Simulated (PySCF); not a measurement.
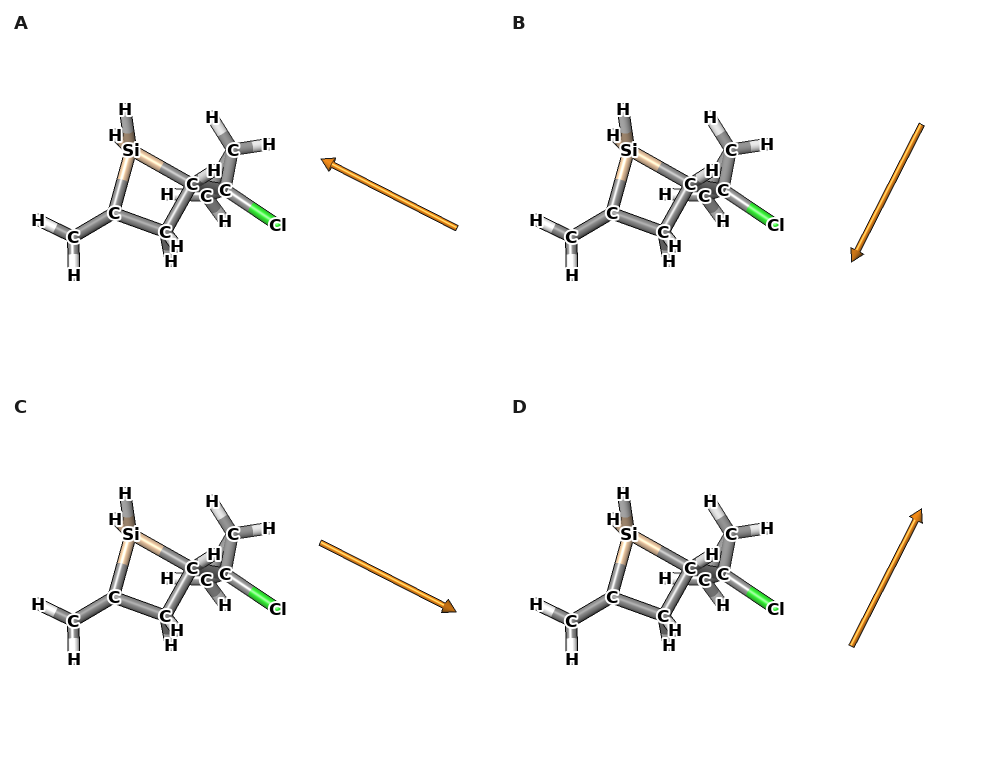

The same molecule four times, each with an arrow. Computed geometry: GFN2-xTB optimisation. No frequency run is at hand to confirm it as a minimum. Properties computed with PBE0/pcSseg-1, gas phase (PySCF 2.14.0).

Which arrow points along the dipole moment, from the negative to the positive end?

Answer. A. The dipole moment is 1.93 D.

The geometry is semi-empirical. Around Si such bond lengths and angles can be off by a tenth of an ångström or more and by several degrees, and values that hang on the shape move with them.
